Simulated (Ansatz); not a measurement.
The starting structures come from a database of crystals and need not be the phases stable at ambient conditions.

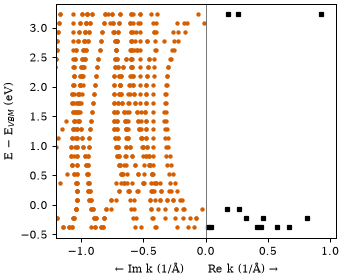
Fig. 1. Complex bands at the centre of the two-dimensional zone; PBEsol (Ansatz, a quantum-chemistry and plane-wave program)

The gap is the functional's own. No spin-orbit coupling. Mid-gap values are interpolated on the energy grid.

**Question.** This is Sr₂MgWO₆ (I4/m, not sure to be the ambient phase, 10 atoms a cell, 12.4 Å³ an atom, -2 GPa at this level) along the normal of (100). Read off the slowest decay at the centre of the two-dimensional zone at 1.43 eV, the computed energy nearest the middle of the gap.

**Answer.** κ ≈ 0.31 1/Å, a decay length 1/(2κ) of the density of 1.6 Å.
